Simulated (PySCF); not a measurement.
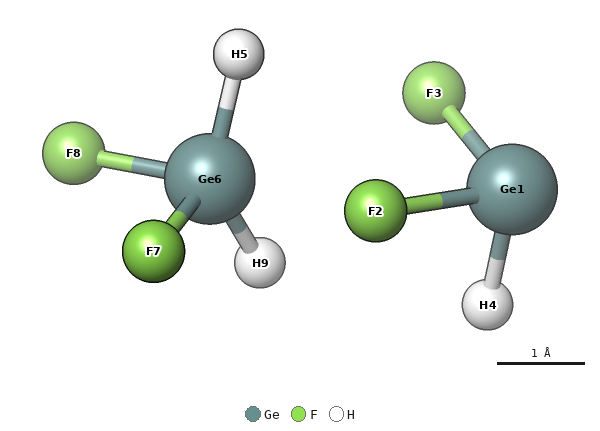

Figure 1. The structure as given in the input (ball-and-stick view, seen at a tilt; atoms are numbered from 1 in the order of the input). Sticks mark near contacts. Bond lengths as drawn: F–Ge 1.75 to 1.90 Å and Ge–H 1.52 to 1.63 Å.

**Core-level calculation, with input and output: Ge2H3F4 (charge −1)**

Ge2H3F4, charge −1, computed with delta-SCF UKS SCAN, aug-pcX-2 on the ionised atom, aug-pcseg-1 elsewhere, spin-free X2C (PySCF 2.14.0).

**Output**
```
ground state, core basis on atom 1 (F), 229 functions
  cycle   1  E = -4589.36569058  |g| = 1.13e+00
  cycle   2  E = -4588.44167382  |g| = 2.63e+00
  cycle   3  E = -4589.56972898  |g| = 1.51e-01
  cycle   4  E = -4589.57138253  |g| = 1.41e-01
  cycle   5  E = -4589.57447426  |g| = 2.66e-02
  cycle   6  E = -4589.57461802  |g| = 8.03e-03
  cycle   7  E = -4589.57463290  |g| = 2.68e-03
  cycle   8  E = -4589.57464041  |g| = 1.21e-03
  cycle   9  E = -4589.57463121  |g| = 2.97e-04
  E(ground) = -4589.81837449 Eh
hole in F 1s of atom 1
  cycle   1  E = -4563.41254457  |g| = 2.60e+00
[... 10 cycles left out ...]
  E(ion) = -4564.59287519 Eh   <S^2> = 0.7580   hole on atom = 1.000   binding energy = 686.421 eV
ground state, core basis on atom 2 (F), 229 functions
[... 6 cycles left out ...]
  E(ground) = -4589.81833678 Eh
hole in F 1s of atom 2
[... 10 cycles left out ...]
  E(ion) = -4564.60717856 Eh   <S^2> = 0.7577   hole on atom = 1.000   binding energy = 686.031 eV
ground state, core basis on atom 6 (F), 229 functions
[... 6 cycles left out ...]
  E(ground) = -4589.82064623 Eh
hole in F 1s of atom 6
[... 10 cycles left out ...]
  E(ion) = -4564.56943564 Eh   <S^2> = 0.7572   hole on atom = 1.000   binding energy = 687.120 eV
ground state, core basis on atom 7 (F), 229 functions
[... 7 cycles left out ...]
  E(ground) = -4589.82024593 Eh
hole in F 1s of atom 7
  cycle   1  E = -4563.43020667  |g| = 2.59e+00
  cycle   2  E = -4562.38681029  |g| = 2.30e+00
  cycle   3  E = -4564.10086110  |g| = 6.20e-01
  cycle   4  E = -4564.32414841  |g| = 1.82e-01
  cycle   5  E = -4564.33330945  |g| = 1.16e-01
  cycle   6  E = -4564.33688491  |g| = 5.56e-02
  cycle   7  E = -4564.33791009  |g| = 6.51e-03
  cycle   8  E = -4564.33793339  |g| = 3.51e-03
  cycle   9  E = -4564.33794120  |g| = 1.64e-03
  cycle  10  E = -4564.33794089  |g| = 4.41e-04
  E(ion) = -4564.58849895 Eh   <S^2> = 0.7571   hole on atom = 1.000   binding energy = 686.591 eV
```

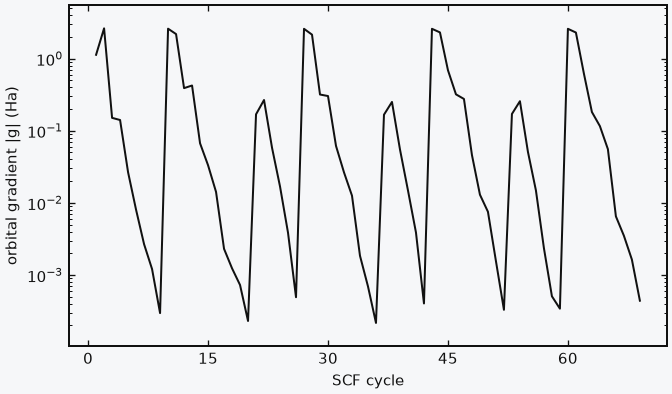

Figure 2. Convergence of the self-consistent field: orbital gradient |g| against the SCF cycle. All cycles printed in the log are drawn one after another.

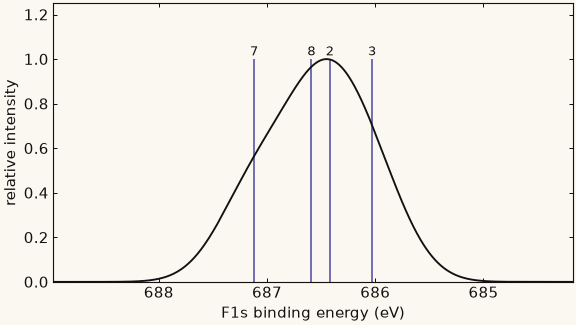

Figure 3. F1s binding energies by ΔSCF of the atoms computed, labelled by atom number, with a Gaussian envelope of 0.8 eV full width. They run from 686.03 eV (atom 3) to 687.12 eV (atom 7).

The run was set up as follows.

**Input file**
```
{"job": {"kind": "xps", "holes": 5, "basis": "aug-pcX-2", "basis_other": "aug-pcseg-1"}, "charge": -1, "multiplicity": 1}
Ge     1.234857     1.979721    -0.777911
F      0.490350     1.089628     0.731127
F     -0.009119     1.200217    -1.849728
H      2.354742     0.816775    -1.005082
H     -1.765990     0.273732     0.088087
Ge    -0.659006    -0.728977     0.386998
F     -0.482659    -0.951600     2.116717
F     -1.593441    -2.226486     0.100323
H      0.610896    -1.115801    -0.362532
```

The first line tells a small driver script what to run in PySCF; the rest is the geometry in Å.

Command:
```bash
OMP_NUM_THREADS=1 python <driver script> task.json out
```

**Key numbers**

```csv
quantity,value
outcome,converged
hardware,"1 CPU thread, shared host"
wall time,54 s
peak memory,0.79 GiB
```
